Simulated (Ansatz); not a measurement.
Consider NbCu2SnS4.

```
Nb Sn Cu S
1.0
     5.76628    0.00000    0.00000
     0.00000    5.76628    0.00000
     0.00000    0.00000    9.87376
Nb Sn Cu S
2 2 4 8
Cartesian
  0.0000 0.0000 0.0000
  2.8831 2.8831 4.9369
  0.0000 0.0000 4.9369
  2.8831 2.8831 0.0000
  2.8831 0.0000 2.4684
  0.0000 2.8831 7.4053
  0.0000 2.8831 2.4684
  2.8831 0.0000 7.4053
  1.6080 1.6080 3.4907
  4.4912 4.4912 8.4275
  4.4912 1.2751 1.4462
  1.6080 4.1582 6.3831
  1.2751 1.2751 8.4275
  4.1582 4.1582 3.4907
  1.2751 4.4912 1.4462
  4.1582 1.6080 6.3831
```

Space group I-42m; built by placing these elements on a known structure type; computed pressure about 5 GPa in this cell; computed without spin polarisation.

Method: DFT, PAW plane waves, PBE (Ansatz).

**What can the converged valence pseudo-density and electron localisation function tell about the bonding?**

Nb–S (2.31 Å): ρ at the midpoint is about 0.71 e/Å³; the ELF peaks at about 0.85 in the valence shell of S, 0.8 Å from its nucleus, and is about 0.45 at the midpoint.
Sn–S (2.70 Å): the density is about 0.34 e/Å³ at the midpoint; the ELF peaks at about 0.85 in the valence shell of S, 0.8 Å from its nucleus, and drops to about 0.30 between the two atoms.
Bader's partition of the density gives Nb +1.59, Sn +1.00, Cu +0.50 and S −0.90 e.

**What Bader charges does the calculation give?**

Electrons move from Nb, Sn and Cu towards S. Bader charges: Nb +1.59, Sn +1.00, Cu +0.50 and S −0.90 e.

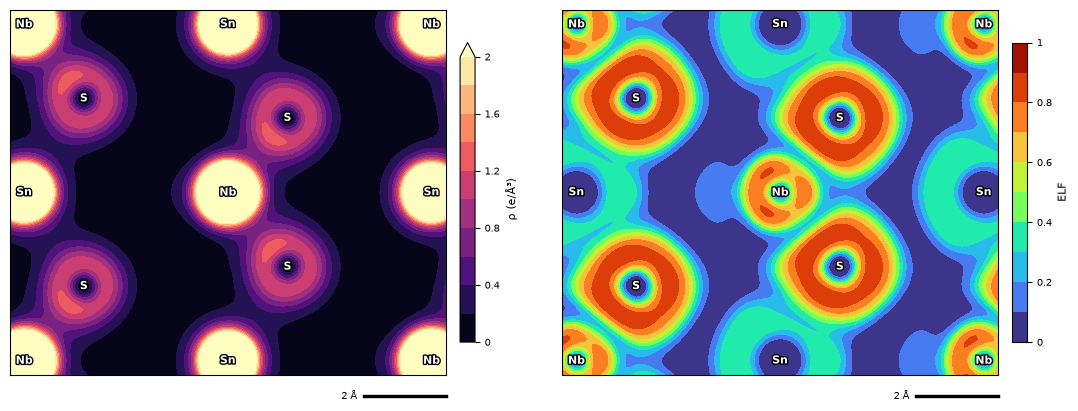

Computed valence pseudo-density and electron localisation function on the (110) plane of the conventional cell, in this order. 
